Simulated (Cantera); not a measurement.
Charge: 1 mol B2H6, 0.062 mol O2, 46 mol N2, held at 14.0 mbar.

Method: chemical equilibrium by Gibbs-energy minimisation in Cantera with the NASA 1993 tables (ideal gas, pure condensed phases). Candidate condensed phases: B, BN, B2O3, B3O3H3, H2O; 39 gas species. The feed counts by its element totals alone. The tables' values for BH2 are old estimates; treat these amounts as uncertain. The numbers say what is thermodynamically allowed, not how fast it happens.

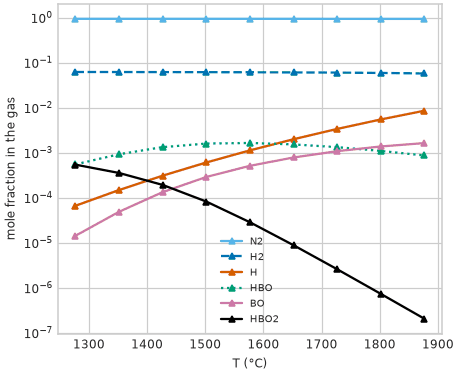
Equilibrium gas composition (values under 1e-9 drawn at 1e-9)

**Question.** Read off the mole fractions at 1727 °C.

**Answer.** N2 about 0.93, H2 about 0.060, H about 0.0034, HBO about 0.0013, BO about 0.0011, HBO2 about 2.6e-6.
